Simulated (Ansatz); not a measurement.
**BCl2F (dichlorofluoroborane): CCSDT/STO-3G**

Aim: the vertical ionisation energy of BCl2F (dichlorofluoroborane) at CCSDT/STO-3G, from 2 runs. 

The calculation is run with Ansatz 0.2.0.

67 further runs of the same task are left out: 4 that didn't finish, 63 set aside as unsound or not needed.

## (1) The molecule

BCl2F has 4 atoms, charge 0, and is taken as a singlet. As SMILES, `FB(Cl)Cl`. The coordinates come from a PBE0-D4/def2-TZVP relaxation.

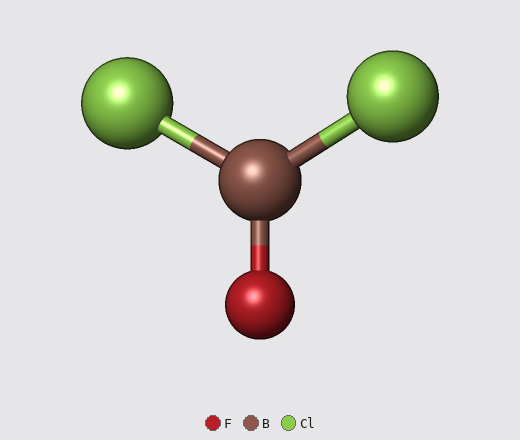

Viewed from a chosen angle; fluorine red, boron brown, chlorine green.

## (2) The energy at CCSDT/STO-3G

Input file molecule.yaml:

```yaml
crystal:
  periodic: [false, false, false]
  atoms:
    - symbol: F
      position_ang: [0.114370, -1.165320, -0.781190]
    - symbol: B
      position_ang: [0.007910, -0.080610, -0.054040]
    - symbol: Cl
      position_ang: [-1.549540, 0.373780, 0.571420]
    - symbol: Cl
      position_ang: [1.427260, 0.872140, 0.263810]
basis:
  gaussian:
    orbitals: STO-3G
correlation:
  method: ccsdt
  frozen_orbitals: {B: 1, Cl: 5, F: 1}
accuracy: high
scf:
  omitted_lower_state_checks: [cluster_reference, increment]
```

Command:

```console
$ ansatz run molecule.yaml --threads 1 --pin off --max-ram 3480MiB --events-out events.jsonl --progress --plain --runs-dir runs
```

Log, cut to the lines that bear on the results:

```text
Warning: RAYON_NUM_THREADS=1 ignored (pool sized by the plan → 1); use --threads N
Functional definition: HF
  name "HF"
[...]
522 factors; integrals over basis functions are off by at most 3.1e-8 eV
[...]
mean field -28074.36482939 eV, -1031.7138779922 hartree, gradient 1.0e-8 eV, S^2 0.000000; 0 other end points of the search recorded, 0 dependent functions left out
12 core orbitals not correlated: weight in the atoms' cores, before any rotation towards them, 1.000 or more for the frozen orbitals, at most 0.000 for the correlated occupied ones
reference -28074.36482939 eV, -1031.7138779922 hartree; 12, 12 occupied and 4, 4 virtual orbitals, 522 factors
second order -2.09094324 eV of doubles, -0.00000000 eV of singles
cycle   1  -2.19468581 eV  change   -1.0e-1 eV  update   9.0e-2
[...]
cycle  21  -2.56940437 eV  change  -8.2e-10 eV  update   1.6e-9
Total energy: -28076.93423376 eV, -1031.8083018611 hartree
Checks for a lower state left out: cluster_reference, increment
```

Run time: 0.89 s. Hardware: 1 thread of Arm Neoverse V1, shared host; peak memory 0.098 GiB.

## (3) The doublet cation, same level

Input file run.yaml:

```yaml
crystal:
  periodic: [false, false, false]
  atoms:
    - {symbol: F, position_ang: [0.114370, -1.165320, -0.781190]}
    - {symbol: B, position_ang: [0.007910, -0.080610, -0.054040]}
    - {symbol: Cl, position_ang: [-1.549540, 0.373780, 0.571420]}
    - {symbol: Cl, position_ang: [1.427260, 0.872140, 0.263810]}
basis:
  gaussian: {orbitals: STO-3G}
accuracy: high
magnetization: {spin_polarized: true, initial_magnetization: 1}
total_charge: 1
scf: {omitted_lower_state_checks: [cluster_reference, increment]}
correlation: {method: ccsdt, frozen_orbitals: {B: 1, Cl: 5, F: 1}}
```

Command:

```console
$ ansatz run run.yaml --threads 1 --pin off --max-ram 3480MiB --events-out events.jsonl --progress --plain --runs-dir runs
```

Log, cut to the lines that bear on the results:

```text
Warning: RAYON_NUM_THREADS=1 ignored (pool sized by the plan → 1); use --threads N
[... 2 set-up lines as earlier in the session ...]
[...]
522 factors; integrals over basis functions are off by at most 3.1e-8 eV
[...]
mean field -28063.48722531 eV, -1031.3141334152 hartree, gradient 2.1e-8 eV, S^2 0.752649; 16 other end points of the search recorded, 0 dependent functions left out
12 core orbitals not correlated: weight in the atoms' cores, before any rotation towards them, 1.000 or more for the frozen orbitals, at most 0.000 for the correlated occupied ones
reference -28063.48722531 eV, -1031.3141334152 hartree; 12, 11 occupied and 4, 5 virtual orbitals, 522 factors
second order -2.36679394 eV of doubles, -0.00000000 eV of singles
cycle   1  -2.44863521 eV  change   -8.2e-2 eV  update   1.2e-1
[...]
cycle  48  -3.18662437 eV  change  -2.3e-10 eV  update   2.5e-9
Total energy: -28066.67384968 eV, -1031.4312397010 hartree
Checks for a lower state left out: cluster_reference, increment
```

Wall time 4.8 s (1 thread of Arm Neoverse V1, shared host); peak memory 0.11 GiB.

## (4) What came out

Level: CCSDT/STO-3G, 12 core orbitals frozen.

| quantity | value |
| --- | --- |
| singlet BCl2F: total energy | -1031.80830 Eh |
| singlet BCl2F: correlation energy (12 core orbitals frozen) | -94.4 mEh |
| singlet BCl2F: T1 diagnostic | 0.013 |
| doublet cation: total energy | -1031.43124 Eh |
| doublet cation: correlation energy (12 core orbitals frozen) | -117.1 mEh |
| doublet cation: ⟨S²⟩ of the reference determinant | 0.753 |
| doublet cation: T1 diagnostic | 0.101 |
| vertical ionisation energy (to the doublet cation) | 10.260 eV |

**Reading.** The vertical ionisation energy comes to 10.26 eV (990 kJ/mol). In a minimal basis such a difference can be off by several eV, whatever the method. The T1 diagnostic (doublet cation) of 0.101 is above the customary mark for such species, so a single reference may not serve.
